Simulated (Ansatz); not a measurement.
# AlH5O (Al(H2O)H3) at MP2/STO-3G

Aim: the vertical singlet–triplet gap of AlH5O (Al(H2O)H3) at MP2/STO-3G, from 2 runs. 

Program for the calculation: Ansatz 0.2.0.

53 further runs of the same task are left out: 1 that didn't finish, 52 set aside as unsound or not needed.

**1. Starting point**

The species is AlH5O (7 atoms), meant as a singlet with charge 0. SMILES: `[H][Al]([H])([H])<-[OH2]`. Geometry: a GFN2-xTB relaxation, a rough one for these elements and not checked as a minimum.

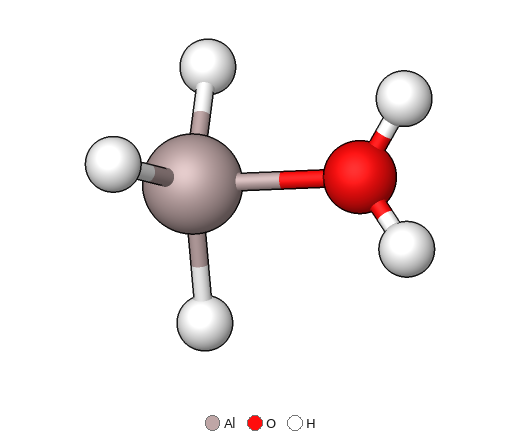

The structure, seen from a chosen angle (aluminium light grey, oxygen red, hydrogen white).

**2. A single-point energy at MP2/STO-3G**

run.yaml reads:

```yaml
basis:
  gaussian:
    orbitals: STO-3G
crystal:
  periodic: [false, false, false]
  atoms:
    - {symbol: Al, position_ang: [0.038170, -0.063310, -0.878000]}
    - {symbol: O, position_ang: [-0.024940, 0.038110, 1.009060]}
    - {symbol: H, position_ang: [-0.734700, -0.319470, 1.555830]}
    - {symbol: H, position_ang: [0.587960, 0.568180, 1.531290]}
    - {symbol: H, position_ang: [1.607200, -0.040110, -0.978390]}
    - {symbol: H, position_ang: [-0.735740, 1.245780, -1.269530]}
    - {symbol: H, position_ang: [-0.737950, -1.429180, -0.970260]}
accuracy: high
correlation:
  method: mp2
  frozen_orbitals: {Al: 5, H: 0, O: 1}
```

The run is started by

```sh
$ ansatz run run.yaml --threads 1 --pin off --max-ram 2610MiB --events-out events.jsonl --progress --plain --runs-dir runs
```

The program printed:

```text
Warning: RAYON_NUM_THREADS=1 ignored (pool sized by the plan → 1); use --threads N
Functional definition: HF
  name "HF"
  exchange = exact_x
  correlation = 0
336 factors; integrals over basis functions are off by at most 4.7e-9 eV
mean field evaluation 1: about -8590.7630 eV, gradient 1.4e1 eV
mean field evaluation 2: about -8590.7963 eV, gradient 1.4e1 eV
mean field evaluation 4: about -8591.6713 eV, gradient 7.2e-1 eV
mean field evaluation 8: about -8591.6729 eV, gradient 1.5e-6 eV
mean field -8591.67293309 eV, -315.7381566460 hartree, gradient 8.8e-9 eV, S^2 0.000000; 0 other end points of the search recorded, 0 dependent functions left out
6 core orbitals not correlated: weight in the atoms' cores, before any rotation towards them, 0.999 or more for the frozen orbitals, at most 0.000 for the correlated occupied ones
reference -8591.67293309 eV, -315.7381566460 hartree; 7, 7 occupied and 6, 6 virtual orbitals, 336 factors
second order -2.03186435 eV of doubles, -0.00000000 eV of singles
Total energy: -8593.70479744 eV, -315.8128262837 hartree
```

It took 0.1 s on 1 thread of Arm Neoverse V2, shared host.

**3. The triplet, same level**

input.yaml reads:

```yaml
crystal:
  periodic: [false, false, false]
  atoms:
    - {symbol: Al, position_ang: [0.038170, -0.063310, -0.878000]}
    - {symbol: O, position_ang: [-0.024940, 0.038110, 1.009060]}
    - {symbol: H, position_ang: [-0.734700, -0.319470, 1.555830]}
    - {symbol: H, position_ang: [0.587960, 0.568180, 1.531290]}
    - {symbol: H, position_ang: [1.607200, -0.040110, -0.978390]}
    - {symbol: H, position_ang: [-0.735740, 1.245780, -1.269530]}
    - {symbol: H, position_ang: [-0.737950, -1.429180, -0.970260]}
basis:
  gaussian:
    orbitals: STO-3G
magnetization:
  spin_polarized: true
  initial_magnetization: 2
correlation:
  method: mp2
  frozen_orbitals: {Al: 5, H: 0, O: 1}
accuracy: high
```

The run is started by

```sh
$ ansatz run input.yaml --threads 1 --pin off --max-ram 2610MiB --events-out events.jsonl --progress --plain --runs-dir runs
```

The program printed (excerpt; [...] marks lines left out):

```text
Warning: RAYON_NUM_THREADS=1 ignored (pool sized by the plan → 1); use --threads N
[... 2 set-up lines as earlier in the session ...]
[...]
336 factors; integrals over basis functions are off by at most 4.7e-9 eV
[...]
mean field -8580.75111155 eV, -315.3367871074 hartree, gradient 1.9e-8 eV, S^2 2.006715; 12 other end points of the search recorded, 0 dependent functions left out
6 core orbitals not correlated: weight in the atoms' cores, before any rotation towards them, 0.999 or more for the frozen orbitals, at most 0.000 for the correlated occupied ones
reference -8580.75111155 eV, -315.3367871074 hartree; 8, 6 occupied and 5, 7 virtual orbitals, 336 factors
second order -1.73007897 eV of doubles, -0.00000000 eV of singles
Total energy: -8582.48119051 eV, -315.4003663367 hartree
```

It took 0.6 s on 1 thread of Arm Neoverse V2, shared host.

**4. Summary of results**

At MP2/STO-3G, 6 core orbitals frozen:

```
                                            quantity          value
                               singlet: total energy  -315.81283 Eh
singlet: correlation energy (6 core orbitals frozen)      -74.7 mEh
                               triplet: total energy  -315.40037 Eh
triplet: correlation energy (6 core orbitals frozen)      -63.6 mEh
          triplet: ⟨S²⟩ of the reference determinant          2.007
    vertical energy of the triplet above the singlet      11.224 eV
```

**Reading.** At this shape the triplet lies 11.22 eV (259 kcal/mol) above the singlet. In a minimal basis such a difference can be off by several eV, whatever the method.
